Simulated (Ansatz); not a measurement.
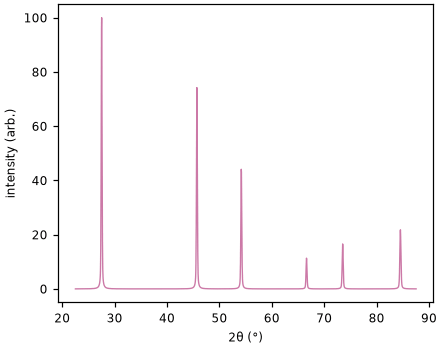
Figure. Simulated powder pattern, Cu Kα, λ = 1.54184 Å

The pattern belongs to a structure relaxed with r²SCAN in the plane-wave PAW code Ansatz.

**Question.** Which compound is it?
A. Sn, diamond
B. Re, diamond
C. Si, diamond
D. La, diamond

**Answer.** B, Re, diamond

Space group Fd-3m (diamond). The start of the workflow was typed in or built on a structure type; neither database checked (COD, Materials Project) lists it. It is not the phase usual at ambient conditions (space group No. 194). The cell was relaxed with r²SCAN under the symmetry of its start. At this level the phase is mechanically unstable. The run is not spin-polarised. Scalar-relativistic: spin–orbit coupling is off unless named, which matters more the heavier the elements.

Potentials: the earlier of the program's two PAW sets.
